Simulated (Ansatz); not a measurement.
# Phonons of BaHg (Pm-3m) against volume

Does BaHg (Pm-3m) expand much on heating, by its phonons?

Main program and level: Ansatz 0.2.0; DFT PBEsol, scalar-relativistic, plane waves, PAW; PAW set soft_1.

### Step 1. The starting structure

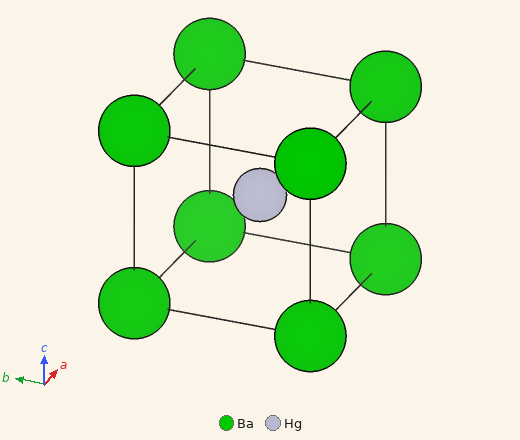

The cell as given, from a free direction (barium green, mercury light grey). Some periodic images of atoms are drawn too.

Structure file:

```cif
data_structure
_symmetry_space_group_name_H-M 'P 1'
_symmetry_Int_Tables_number 1
_cell_length_a 4.0878
_cell_length_b 4.0878
_cell_length_c 4.0878
_cell_angle_alpha 90.000
_cell_angle_beta 90.000
_cell_angle_gamma 90.000
_cell_volume 68.31
loop_
_atom_site_label
_atom_site_type_symbol
_atom_site_fract_x
_atom_site_fract_y
_atom_site_fract_z
_atom_site_occupancy
Ba1 Ba 0.00000 0.00000 0.00000 1
Hg2 Hg 0.50000 0.50000 0.50000 1
```

### Step 2. Phonons on a q mesh

The cell comes from relaxations at this level that are not shown. Stability and thermal properties need the whole zone. Linear response on a 4×4×4 q mesh gives force constants as far as a supercell of that size would.

Contents of input.yaml:

```yaml
crystal:
  lattice:
    - [4.0877726502, 0.0, 0.0]
    - [0.0, 4.0877726502, 0.0]
    - [0.0, 0.0, 4.0877726502]
  atoms:
    - { symbol: Ba, position: [0.0, 0.0, 0.0] }
    - { symbol: Hg, position: [0.5, 0.5, 0.5] }
kpoints:
  mp_grid: { grid: [12, 12, 12] }
hamiltonian:
  xc: pbesol
  pseudopotentials: { kind: paw, azcp: { folder: soft_1 }, xc_functional: pbe }
scf:
  occupations: { method: methfessel_paxton, width: 0.2 }
output:
  eigenvalues: true
phonons:
  method: dfpt
  qmesh: [4, 4, 4]
  temperatures: { t_max: 1000, t_step: 50 }
  qpath:
    path:
      - [[0.0, 0.0, 0.0], [0.0, 0.5, 0.0], [0.5, 0.5, 0.0], [0.0, 0.0, 0.0], [0.5, 0.5, 0.5], [0.0, 0.5, 0.0]]
      - [[0.5, 0.5, 0.5], [0.5, 0.5, 0.0]]
    npoints: 10
```

On the command line:

```console
ansatz run input.yaml --threads 4 --pin off --max-ram 10240MiB --backend cpu --events-out ev --progress --plain --runs-dir out
```

Numbers of over 12 decimals in the logs are rounded to 6 here.

Log:

```text
Engine: ansatz 0.2.0, aarch64-unknown-linux-gnu
Pseudopotentials: kind: paw
Pseudopotential: Ba, paw, valence charge 10, recommended cutoff 420 eV (normal), soft_1/Ba.paw.azcp
Pseudopotential: Hg, paw, valence charge 20, recommended cutoff 420 eV (normal), soft_1/Hg.paw.azcp
Functional definition: PBEsol
  exchange = pbesol_x
  correlation = pbesol_c
Crystal: 2 atoms, lattice volume = 68.306 Å³
Basis set: ecut = 420 eV, 1357 PW (Γ), exchange–correlation on 60×60×60 points (8 copies of the dense FFT grid, shifted against one another)
Bands: 19, of which v1, the nominal top of the filled ones, is band 15 counted from 1 (14 counted from 0)
Symmetry: 48 space group operations
k-points: 84 of 1728
Non-local potential: Ba, projectors of the file, l = 0: 3, l = 1: 2, l = 2: 2, l = 3: 2
Non-local potential: Hg, projectors of the file, l = 0: 3, l = 1: 2, l = 2: 2, l = 3: 1
PAW form: soft (Blöchl's): semilocal exchange-correlation on the pseudo side does not see the compensation charge
PAW frozen core: Ba, regenerated for the run's functional, and the local potential with it (the file was generated under x = pbe(κ = 0.804, μ = 0.219515), c = pbe(β = 0.066725))
PAW frozen core: Hg, regenerated for the run's functional, and the local potential with it (the file was generated under x = pbe(κ = 0.804, μ = 0.219515), c = pbe(β = 0.066725))
PAW one-centre angular grid: Ba, 194 points (default); XC on 64 Gauss nodes
PAW one-centre angular grid: Hg, 590 points (default); XC on 64 Gauss nodes
Initial density: superposition of atomic densities (chi_scale 0.1, normalization cell, long waves kept (reshape's long-wave potential 0.00 eV rms))
Initial wavefunctions: pseudopotential atomic-orbital guess
Functional: x = pbesol(κ = 0.804, μ = 0.123457), c = pbesol(β = 0.046)
SCF iter   1: F=—  HF=-19537.102611 eV  |F-HF|=—  |Δ(HF+E_count)|=         —  Δρ=9.41e-2  dr2=1.21e1  ethr=3.10e-3  ⟨swp⟩=7.3  Hψ=9273  notcnv=0
preconditioner: auto → Kerker (q_TF=auto, 2.379 Å⁻¹)  [metal: Δε(μ)=0.030 eV  Ē_g=8.559 eV  σ=0.200 eV  W_gap=0.13  n_scr=18 (ndim 8)  ℏωp=20.1 eV  f_vac=0.000  D(μ)=1.96/eV (n_scr^D=18)]
SCF iter   2: F=—  HF=-19534.414410 eV  |F-HF|=—  |Δ(HF+E_count)|=    2.69e0  S|Δr|=    0.00e0  Δρ=2.75e-2  dr2=1.51e0  ethr=3.10e-3  ⟨swp⟩=3.1  Hψ=4033  notcnv=0
SCF iter   3: F=—  HF=-19533.996013 eV  |F-HF|=—  |Δ(HF+E_count)|=   4.18e-1  S|Δr|=    0.00e0  Δρ=1.34e-2  dr2=3.35e-1  ethr=3.10e-3  ⟨swp⟩=3.2  Hψ=3084  notcnv=0
SCF iter   4: F=—  HF=-19533.874443 eV  |F-HF|=—  |Δ(HF+E_count)|=   1.22e-1  S|Δr|=    0.00e0  Δρ=3.64e-3  dr2=1.15e-2  ethr=1.12e-3  ⟨swp⟩=3.5  Hψ=3322  notcnv=0
SCF iter   5: F=—  HF=-19533.871337 eV  |F-HF|=—  |Δ(HF+E_count)|=   3.11e-3  S|Δr|=    0.00e0  Δρ=8.70e-4  dr2=5.06e-4  ethr=3.83e-5  ⟨swp⟩=2.0  Hψ=2406  notcnv=0
SCF iter   6: F=—  HF=-19533.871395 eV  |F-HF|=—  |Δ(HF+E_count)|=   5.86e-5  S|Δr|=    0.00e0  Δρ=1.86e-4  dr2=4.19e-5  ethr=1.69e-6  ⟨swp⟩=2.4  Hψ=2629  notcnv=0
SCF iter   7: F=—  HF=-19533.871391 eV  |F-HF|=—  |Δ(HF+E_count)|=   3.97e-6  S|Δr|=    0.00e0  Δρ=4.22e-5  dr2=1.42e-6  ethr=1.40e-7  ⟨swp⟩=2.0  Hψ=2204  notcnv=0
SCF iter   8: F=—  HF=-19533.871404 eV  |F-HF|=—  |Δ(HF+E_count)|=   1.27e-5  S|Δr|=    0.00e0  Δρ=7.78e-6  dr2=5.37e-8  ethr=4.74e-9  ⟨swp⟩=2.0  Hψ=2146  notcnv=0
SCF iter   9: F=—  HF=-19533.871404 eV  |F-HF|=—  |Δ(HF+E_count)|=   9.29e-9  S|Δr|=    0.00e0  Δρ=1.05e-6  dr2=1.01e-9  ethr=1.79e-10  ⟨swp⟩=2.2  Hψ=2374  notcnv=0
SCF iter  10: F=—  HF=-19533.871404 eV  |F-HF|=—  |Δ(HF+E_count)|=  3.17e-10  S|Δr|=    0.00e0  Δρ=2.51e-7  dr2=8.28e-11  ethr=3.38e-12  ⟨swp⟩=2.5  Hψ=2461  notcnv=0
SCF iter  11: F=-19533.871404 eV  HF=-19533.871404 eV  |F-HF|=0.00e0  |Δ(HF+E_count)|=  1.09e-11  S|Δr|=    0.00e0  Δρ=4.10e-8  dr2=1.40e-12  ethr=1.00e-12  ⟨swp⟩=7.2  Hψ=7919  notcnv=0
SCF 1 converged in 11 iterations: F = -19533.871404 eV  dr2 = 1.40e-12
  greatest PAW one-centre occupation: 1.000 electrons in one spin orbital (limit 2), on the Hg atom at site 1 (counted from 0), in its partial waves of l = 0
Initial density: read from a saved state, or passed on in memory by an earlier SCF of this step, an earlier step, the calling program or the single point that the run made first
iter 1 solved again at ethr=5.75e-8 eV; its pass at ethr=3.10e-3 eV (dr2=1.73e-5 eV) is discarded
SCF iter   1: F=—  HF=-19533.871404 eV  |F-HF|=—  |Δ(HF+E_count)|=         —  Δρ=4.80e-7  dr2=4.47e-11  ethr=5.75e-8  ⟨swp⟩=3.4  Hψ=13134  notcnv=0
eigensolver tolerance schedule: the retry pair's looser diagonalisation over-reported the residual by 386008.17 of it (diagonalisation noise at an unbounded share of the residual, at the tolerance the schedule requests for it); recorded, not acted on — ethr = c·dr2/N_el stays at c = 1.0e-1
preconditioner: auto → Kerker (q_TF=auto, 2.379 Å⁻¹)  [metal: Δε(μ)=0.007 eV  Ē_g=10.336 eV  σ=0.200 eV  W_gap=0.03  n_scr=18 (ndim 8)  ℏωp=20.1 eV  f_vac=0.000  D(μ)=1.59/eV (n_scr^D=6)]
SCF iter   2: F=—  HF=-19533.871404 eV  |F-HF|=—  |Δ(HF+E_count)|=   3.65e-7  S|Δr|=    0.00e0  Δρ=2.10e-7  dr2=7.66e-12  ethr=1.00e-12  ⟨swp⟩=4.4  Hψ=8781  notcnv=0
SCF iter   3: F=-19533.871404 eV  HF=-19533.871404 eV  |F-HF|=7.28e-12  |Δ(HF+E_count)|=  1.09e-11  S|Δr|=    0.00e0  Δρ=1.46e-7  dr2=4.03e-12  ethr=1.00e-12  ⟨swp⟩=1.0  Hψ=3528  notcnv=0
SCF 2 converged in 3 iterations: F = -19533.871404 eV  dr2 = 4.03e-12
phonons: the bands overlap, so this run is a metal and interpolates without the dipole-dipole term. If the crystal is really an insulator or semiconductor, its LO-TO splitting is missing
NSCF: frozen V_eff on 84 k-points
NSCF: frozen V_eff on 196 k-points
DFPT response loops at q = (0, 0, 0) (fractional): preconditioner auto → Kerker (q_TF=auto, 2.379 Å⁻¹) (partly filled bands, converged f_vac=0.000); β = 1.00, the filter's whole step (`scf.mixing.beta` (0.50) is not read by the response loops under this deck's `scf.mixing.preconditioner`; to damp them name `kerker` or `kerker_dos`, under which they read `scf.mixing.beta`, and type it under 1.00, their step now; both keys bind the ground state too); Broyden in place of MSR1
NSCF: frozen V_eff on 1176 k-points
DFPT response loops at q = (0, 0, 0.25) (fractional): mixed as the last ones told, above
NSCF: frozen V_eff on 686 k-points
DFPT response loops at q = (0, 0, -0.5) (fractional): mixed as the last ones told, above
NSCF: frozen V_eff on 2016 k-points
DFPT response loops at q = (0, 0.25, 0.25) (fractional): mixed as the last ones told, above
NSCF: frozen V_eff on 1176 k-points
DFPT response loops at q = (0, 0.25, -0.5) (fractional): mixed as the last ones told, above
NSCF: frozen V_eff on 686 k-points
DFPT response loops at q = (0, -0.5, -0.5) (fractional): mixed as the last ones told, above
NSCF: frozen V_eff on 1872 k-points
DFPT response loops at q = (0.25, 0.25, 0.25) (fractional): mixed as the last ones told, above
NSCF: frozen V_eff on 2016 k-points
DFPT response loops at q = (0.25, 0.25, -0.5) (fractional): mixed as the last ones told, above
NSCF: frozen V_eff on 1176 k-points
DFPT response loops at q = (0.25, -0.5, -0.5) (fractional): mixed as the last ones told, above
NSCF: frozen V_eff on 392 k-points
DFPT response loops at q = (-0.5, -0.5, -0.5) (fractional): mixed as the last ones told, above
SCF converged after 11 iterations
Stability not checked: this state was not tested for a lower state beside it, because cold or Methfessel-Paxton smearing, or corrected tetrahedra, fill the levels in a way that the test cannot read (fill_not_monotonic; see scf.lower_state_search)
Free energy (F): -19533.871404 eV
Harris-Foulkes:  -19533.871404 eV  (|F-HF|=0.00e0)
Internal energy: -19533.869548 eV  (E = F + TS)
E sigma→0 (E₀):  -19533.870940 eV
Entropy (-TS):   -0.001856 eV (-0.928 meV/atom)
Fermi energy:    10.823892 eV
--- Per-component energies (eV) ---
  E_band       = -506.615627
  E_kinetic    = 734.985185
  E_local      = -3570.411843  (includes V_loc(G=0)·N_el)
  E_nonlocal   = 179.907914
  E_hartree    = 1513.491704
  E_xc         = -405.532422
  E_vxc        = -377.325730  (∫ρ·V_xc dr)
  E_paw        = -14923.132453  (= ΣΔE_a)
  E_vpaw       = -500.755032  (= ΣTr[D̂ρ^β])
  E_aug_tail   = 0.000417  (compensation charges beyond the density's cutoff)
  E_ewald      = -3063.658197
  E_core_change = 0.480147  (= ΣΔE_core)
  E_smearing   = -0.001856  (= −TS)
  E_closure    = 0.000000  (closes the sum)
  Σ components = -19533.871404   (vs F -19533.871404, Δ=0.00e0)
--- Band table (eV; the first three rows and the last of 84) ---
  k-point 0: bands = [... 11 lower, 3.7899, 3.7899, 4.5084, 11.6620, 11.6620, 14.6280, 14.6280, 14.6280]
  k-point 1: bands = [... 11 lower, 3.7904, 3.7913, 4.6049, 11.6590, 11.6683, 14.2720, 14.3110, 14.3110]
  k-point 2: bands = [... 11 lower, 3.7919, 3.7953, 4.8795, 11.4556, 11.6862, 13.7456, 13.7456, 13.8836]
  k-point 83: bands = [... 11 lower, 4.0086, 4.0086, 7.8420, 9.4815, 9.4815, 9.4815, 16.6249, 16.6249]
--- Phonons (Γ-DFPT): 2 representative perturbations + reference (Σ response iterations 6) ---
  ASR residual: 2.688e-5 → 0.000e0 eV/Å²; symmetrization residual: 2.258e-5 eV/Å²
  ASR residual per site (eV/Å²): 2.69e-5 1.76e-5
  Γ frequencies (cm⁻¹): 0.00 0.00 0.00 74.01 74.01 74.01
--- Phonons (arbitrary-q DFPT): 10 irreducible q on the 4×4×4 mesh ---
  q = [0.0000, 0.0000, 0.0000] (star 1, of the zone-centre solve; hermiticity 2.75e-5, symmetrization 3.55e-12): -0.00 -0.00 -0.00 74.01 74.01 74.01
  q = [0.0000, 0.0000, 0.2500] (star 6, 4 solved perturbations in 1848 linear systems a pass and spin channel, the states on 588 of 1728 k-point pairs; hermiticity 2.31e-5, symmetrization 2.81e-12): 29.57 29.57 39.18 69.41 69.41 77.58
  q = [0.0000, 0.0000, -0.5000] (star 3, 4 solved perturbations in 1078 linear systems a pass and spin channel, the states on 343 of 1728 k-point pairs; hermiticity 4.64e-13, symmetrization 1.55e-12): 47.09 49.54 49.54 59.33 59.33 87.49
  q = [0.0000, 0.2500, 0.2500] (star 12, 4 solved perturbations in 3108 linear systems a pass and spin channel, the states on 1008 of 1728 k-point pairs; hermiticity 2.33e-5, symmetrization 1.02e-12): 26.34 38.32 48.09 64.49 75.45 78.45
  q = [0.0000, 0.2500, -0.5000] (star 12, 6 solved perturbations on 588 of 1728 k-point pairs; hermiticity 3.43e-5, symmetrization 7.60e-14): 31.05 39.89 48.87 54.18 76.85 84.82
  q = [0.0000, -0.5000, -0.5000] (star 3, 4 solved perturbations in 1078 linear systems a pass and spin channel, the states on 343 of 1728 k-point pairs; hermiticity 4.51e-5, symmetrization 1.56e-12): 24.70 24.70 46.36 51.50 82.30 82.30
  q = [0.2500, 0.2500, 0.2500] (star 8, 2 solved perturbations on 936 of 1728 k-point pairs; hermiticity 1.69e-5, symmetrization 1.54e-12): 37.04 37.04 43.80 74.59 75.54 75.54
  q = [0.2500, 0.2500, -0.5000] (star 12, 4 solved perturbations in 3108 linear systems a pass and spin channel, the states on 1008 of 1728 k-point pairs; hermiticity 1.90e-5, symmetrization 3.74e-12): 31.85 39.02 47.59 70.24 73.19 84.50
  q = [0.2500, -0.5000, -0.5000] (star 6, 4 solved perturbations in 1848 linear systems a pass and spin channel, the states on 588 of 1728 k-point pairs; hermiticity 3.16e-5, symmetrization 4.29e-13): 33.36 33.36 44.38 66.20 81.86 81.86
  q = [-0.5000, -0.5000, -0.5000] (star 1, 2 solved perturbations on 196 of 1728 k-point pairs; hermiticity 1.98e-12, symmetrization 1.85e-11): 43.43 43.43 43.43 83.83 83.83 83.83
  sum rule: each row above includes the acoustic sum rule's correction from the zone centre's row sums; it moved no ω² by more than (0.23 cm⁻¹)²
  mesh force constants: q→R imaginary residual 1.93e-18; ASR residual 2.688e-5 → 0.000e0 eV/Å²; symmetrization residual 1.776e-15 eV/Å²
  interpolated dispersion: 62 rows × 6 modes
  density of states and harmonic sums: on the 16×16×16 q-mesh, interpolated from the force constants of a 4×4×4 supercell (no non-analytic term)
  largest difference from the sums on the solved wave vectors: F 1.63e-2 eV, S 2.03e-5 and C_V 3.98e-6 eV/K
  zero-point energy: 0.020793 eV/cell   skipped modes (ω ≤ 0): 3   left out of the sums: 1.22e-4 of the cell's modes: C_V's classical limit lies that fraction below 3 k_B per atom; for a crystal, a wire or a layer, F and S can be off by more, and a phonons.interpolated_qmesh denser along its periods is the remedy for the sampling
```

Wall time 9.8 min (4 threads of Arm Neoverse V1, shared host); peak memory 3.1 GiB; 39 min of CPU time.

Reading the cycles: dr2 is the Hartree energy of the density residual (eV), the measure of convergence; HF is the Harris–Foulkes estimate of the energy, which meets the free energy F at convergence.

This step gave:

```yaml
volume_per_atom: 34.15 Å³
gap_on_the_k_mesh: 0 eV
sum_rule_residual_before_enforcement: 2.69e-5 eV/Å²
lowest_frequency_on_the_path: 0 cm⁻¹
point_group: m-3m
highest_frequency_on_the_path_or_at_a_solved_wavevector: 87.5 cm⁻¹
mean_frequency: 55.9 cm⁻¹
debye_temperature_second_moment: 110 K
logarithmic_mean_frequency: 52.1 cm⁻¹
highest_optical_mode_at_the_zone_centre_no_lo_to_term: 74.01 cm⁻¹
lowest_optical_zone_centre_mode: 74.01 cm⁻¹
lowest_mode_on_the_q_mesh_acoustic_modes_at_gamma_apart: 24.7 cm⁻¹
zero_point_energy_per_atom: 10.4 meV
heat_capacity_at_300_k: 24.77 J/(mol atoms K)
vibrational_entropy_at_300_k: 59.63 J/(mol atoms K)
```

Frequencies (cm⁻¹) solved at each irreducible wavevector; negative means imaginary. Frequencies by wavevector, by row:

| q in reciprocal lattice units | star | mode 1 | mode 2 | mode 3 | mode 4 | mode 5 | mode 6 |
| --- | --- | --- | --- | --- | --- | --- | --- |
| 0 0 0 | 1 | 0 | 0 | 0 | 74 | 74 | 74 |
| 0 0 0.25 | 6 | 29.6 | 29.6 | 39.2 | 69.4 | 69.4 | 77.6 |
| 0 0 -0.5 | 3 | 47.1 | 49.5 | 49.5 | 59.3 | 59.3 | 87.5 |
| 0 0.25 0.25 | 12 | 26.3 | 38.3 | 48.1 | 64.5 | 75.5 | 78.5 |
| 0 0.25 -0.5 | 12 | 31.1 | 39.9 | 48.9 | 54.2 | 76.8 | 84.8 |
| 0 -0.5 -0.5 | 3 | 24.7 | 24.7 | 46.4 | 51.5 | 82.3 | 82.3 |
| 0.25 0.25 0.25 | 8 | 37 | 37 | 43.8 | 74.6 | 75.5 | 75.5 |
| 0.25 0.25 -0.5 | 12 | 31.9 | 39 | 47.6 | 70.2 | 73.2 | 84.5 |
| 0.25 -0.5 -0.5 | 6 | 33.4 | 33.4 | 44.4 | 66.2 | 81.9 | 81.9 |
| -0.5 -0.5 -0.5 | 1 | 43.4 | 43.4 | 43.4 | 83.8 | 83.8 | 83.8 |

Symmetry leaves 10 wavevectors to solve. The lowest mode among them, the acoustic zeros apart, lies at q = (0, -0.5, -0.5) and is real, 24.7 cm⁻¹.

### Step 3. Relaxing at another volume, volume ratio 0.97

The volume is scaled by 0.97 and held; symmetry leaves nothing to relax, so this is a single point. The modes can then be followed against volume.

input.yaml, the sections that differ from step 2:

```yaml
crystal:
  lattice:
    - [4.0464791942, 0.0, 0.0]
    - [0.0, 4.0464791942, 0.0]
    - [0.0, 0.0, 4.0464791942]
  atoms:
    - { symbol: Ba, position: [0.0, 0.0, 0.0] }
    - { symbol: Hg, position: [0.5, 0.5, 0.5] }
output:
  forces: true
  stress: true
  eigenvalues: true
# kpoints, hamiltonian, scf: as in step 2
# phonons: removed
```

Log:

```text
[...]
Crystal: 2 atoms, lattice volume = 66.257 Å³
Basis set: ecut = 420 eV, 1309 PW (Γ), exchange–correlation on 60×60×60 points (8 copies of the dense FFT grid, shifted against one another)
Bands: 19, of which v1, the nominal top of the filled ones, is band 15 counted from 1 (14 counted from 0)
Symmetry: 48 space group operations
[...]
k-points: 84 of 1728
[...]
--- Band table (eV; the first three rows and the last of 84) ---
  k-point 0: bands = [... 11 lower, 4.1534, 4.1534, 4.8295, 12.0693, 12.0693, 15.1231, 15.1231, 15.1231]
  k-point 1: bands = [... 11 lower, 4.1544, 4.1550, 4.9315, 12.0723, 12.0743, 14.7725, 14.7973, 14.7973]
  k-point 2: bands = [... 11 lower, 4.1572, 4.1592, 5.2206, 11.8861, 12.0885, 14.2124, 14.2124, 14.3722]
  k-point 83: bands = [... 11 lower, 4.3869, 4.3869, 8.2678, 9.8120, 9.8120, 9.8120, 17.1833, 17.1833]
[key lines of the parts left out:]
SCF converged after 8 iterations
Free energy (F): -19533.865745 eV
Fermi energy:    11.237863 eV
P = ⅓ Tr σ = 0.9207 GPa (9.207 kbar)
```

Elapsed: 1.9 s, on 4 threads; peak memory 0.41 GiB.

This step gave:

```yaml
pressure: 0.9207 GPa
volume_per_atom: 33.13 Å³
```

The run ends at a pressure of 0.92 GPa.

(Part 1 of 2 ends here.)

[Logs are printed without paths, hosts, clocks, repeated set-up lines and the standing remarks that a program may print on its own settings, such as how far it seeks lower states.]

[Hosts, paths, dates, database ids (printed as entryN), source tags and the programs' standing remarks are cut or masked in the printed files.]
